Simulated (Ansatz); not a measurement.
**CHBrGaN: trial inputs and their diagnosis**

3 inputs were typed for CHBrGaN. Each is run as it stands; the log then has to tell whether the result can be used.

Program: Ansatz 0.2.0, Gaussian basis. Level of theory: the settings change from run to run. These are calculated values, not measurements.

## (1) The molecule

The structure was relaxed beforehand with PBE0-D4 in a triple-zeta def2 set.

5 atoms, charge 0, spin multiplicity 1.

Atoms are counted from 1 here; the program's logs count them from 0.

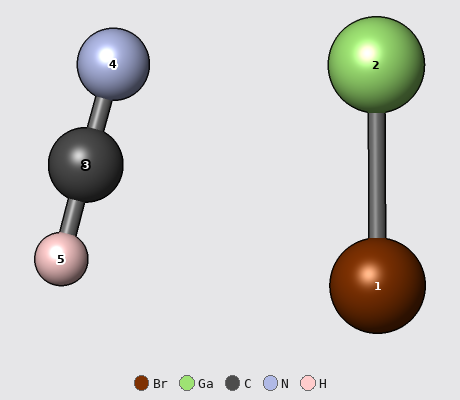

The geometry (bromine brown, gallium green, carbon dark grey, nitrogen light blue, hydrogen pink); atoms are numbered from 1 in the order of the file.

## (2) Attempt 1

Input file in.yaml:

```yaml
crystal:
  periodic: [false, false, false]
  atoms:
    - {symbol: D, position_ang: [-1.984490, -1.206313, 0.135364]}
    - {symbol: Ga, position_ang: [-0.875280, -0.173311, 2.029188]}
    - {symbol: C, position_ang: [0.967846, 0.429316, -0.760704]}
    - {symbol: N, position_ang: [1.246408, 0.796425, 0.288899]}
    - {symbol: H, position_ang: [0.695315, 0.080182, -1.734147]}
basis:
  gaussian: {orbitals: aug-cc-pVTZ}
hamiltonian: {xc: {name: HSE06}, dispersion: d3bjatm, pseudopotentials: {relativity: scalar}}
output: {forces: true}
```

Launch:

```bash
> ansatz run in.yaml --threads 2 --pin off --events-out ev --progress --plain --max-ram 4352MiB
```

The program printed:

```text
Error: YAML parse error: error: line 4 column 16: `D` is not an element symbol (H … Og, case-exact)
 --> <input>:4:16
  |
2 |   periodic: [false, false, false]
3 |   atoms:
4 |     - {symbol: D, position_ang: [-1.984490, -1.206313, 0.135364]}
  |                ^ `D` is not an element symbol (H … Og, case-exact)
5 |     - {symbol: Ga, position_ang: [-0.875280, -0.173311, 2.029188]}
6 |     - {symbol: C, position_ang: [0.967846, 0.429316, -0.760704]}
  |
```

Run time: 0.05 s. Hardware: 2 threads of Intel Xeon at 2.50GHz, shared host.

Diagnosis: Refused before any calculation. An element symbol is wrong. Cure: correct the symbol.

## (3) Attempt 2

Input file in.yaml:

```yaml
crystal:
  periodic: [false, false, false]
  atoms:
    - {symbol: Br, position_ang: [-1.984490, -1.206313, 0.135364]}
    - {symbol: Ga, position_ang: [-0.875280, -0.173311, 2.029188]}
    - {symbol: C, position_ang: [0.967846, 0.429316, -0.760704]}
    - {symbol: N, position_ang: [1.246408, 0.796425, 0.288899]}
    - {symbol: H, position_ang: [0.695315, 0.080182, -1.734147]}
basis:
  gaussian: {orbitals: cc-pVDZ}
total_charge: 3
magnetization: {spin_polarized: true, initial_magnetization: 1}
hamiltonian: {xc: {name: B2PLYP}}
scf: {lower_state_search: light}
output: {forces: true}
```

Launched as before.

The program printed:

```text
Functional definition: B2PLYP
  name "B2PLYP"
  cite "Grimme, J. Chem. Phys. 124, 034108 (2006) doi:10.1063/1.2148954"
  cite "Becke, Phys. Rev. A 38, 3098 (1988) doi:10.1103/PhysRevA.38.3098"
  cite "Lee, Yang & Parr, Phys. Rev. B 37, 785 (1988) doi:10.1103/PhysRevB.37.785"
  parameter a = 0.53
  parameter c = 0.27
  exchange = (1 - a)*b88_x + a*exact_x
  correlation = (1 - c)*lyp_c + c*(mp2_os + mp2_ss)
953 factors; integrals over basis functions are off by at most 1.0e-3 eV
mean field evaluation 1: about -124874.3573 eV, gradient 5.4e1 eV
mean field evaluation 2: about -124874.3549 eV, gradient 5.4e1 eV
mean field evaluation 4: about -124885.7000 eV, gradient 2.3e1 eV
mean field evaluation 8: about -124890.2393 eV, gradient 2.1e0 eV
mean field evaluation 16: about -124890.8388 eV, gradient 1.8e0 eV
mean field evaluation 32: about -124875.7781 eV, gradient 4.6e1 eV
mean field evaluation 64: about -124890.1807 eV, gradient 1.8e0 eV
mean field evaluation 96: about -124890.9874 eV, gradient 3.7e-2 eV
Error: SIGTERM received: run cancelled behind 118 evaluations of the mean field
```

Run time: 91 s. Hardware: 2 threads of Intel Xeon at 2.50GHz, shared host.

**Diagnosis.** Time ran out. The charge is far from anything that the molecule holds. It asks for charge +3; the species has 0. To mend it, type the charge that the molecule really has.

## (4) Attempt 3

Input file in.yaml:

```yaml
crystal:
  periodic: [false, false, false]
  atoms:
    - {symbol: Br, position_ang: [-1.984490, -1.206313, 0.135364]}
    - {symbol: Ga, position_ang: [-0.875280, -0.173311, 2.029188]}
    - {symbol: C, position_ang: [0.967846, 0.429316, -0.760704]}
    - {symbol: N, position_ang: [1.246408, 0.796425, 0.288899]}
    - {symbol: H, position_ang: [0.695315, 0.080182, -1.734147]}
basis:
  gaussian: {orbitals: def2-mTZVPP}
magnetization: {spin_polarized: true, initial_magnetization: 1}
hamiltonian: {xc: {name: wB97}}
accuracy: high
output: {forces: true}
```

Same command.

The program printed:

```text
Error: a molecule whose nuclei and cores have a total charge of 80 cannot have a net charge of 0 together with 1 unpaired electrons
```

Wall time 0.06 s (2 threads of Intel Xeon at 2.50GHz, shared host).

**Diagnosis.** Refused before any calculation. The number of unpaired electrons doesn't fit the electron count. Cure: make charge and initial_magnetization agree: an even electron count takes an even number of unpaired electrons.

## (5) How the tries ended

| attempt | level | ended | cause | time |
| --- | --- | --- | --- | --- |
| 1 | HSE06/aug-cc-pVTZ | refused | an element symbol is wrong | 0.05 s |
| 2 | B2PLYP/cc-pVDZ | timeout | the charge is far from anything that the molecule holds | 91 s |
| 3 | wB97/def2-mTZVPP | refused | the number of unpaired electrons doesn't fit the electron count | 0.06 s |

2 refused, 1 timeout. A refusal costs next to no computing time.
